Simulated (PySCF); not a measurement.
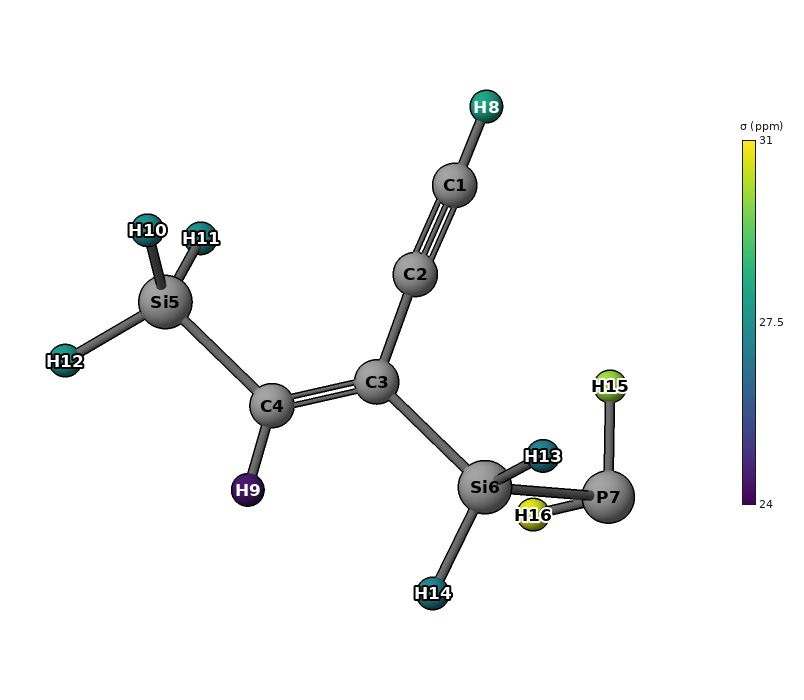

Atoms are coloured by their isotropic NMR shieldings (H only, the others grey). The computed structure is the end point of a GFN2-xTB optimisation. No frequency run is at hand to confirm it as a minimum. Level of theory: GIAO PBE0/pcSseg-1 NMR shielding, non-relativistic, gas phase (PySCF 2.14.0).

Which H atom is the most shielded (lowest chemical shift)?

H16 (30.60 ppm).

Which H atom is the least shielded (highest chemical shift)?

H9 (24.47 ppm).

How wide is the range of H shifts?

6.13 ppm.

Give the isotropic NMR shieldings of the H atoms atom by atom.

| atom | σ (ppm) |
| --- | --- |
| H8 | 28.05 |
| H9 | 24.47 |
| H10 | 27.46 |
| H11 | 27.40 |
| H12 | 27.77 |
| H13 | 27.03 |
| H14 | 27.16 |
| H15 | 29.95 |
| H16 | 30.60 |

The geometry is semi-empirical. Around P, Si such bond lengths and angles can be off by a tenth of an ångström or more and by several degrees, and values that hang on the shape move with them.
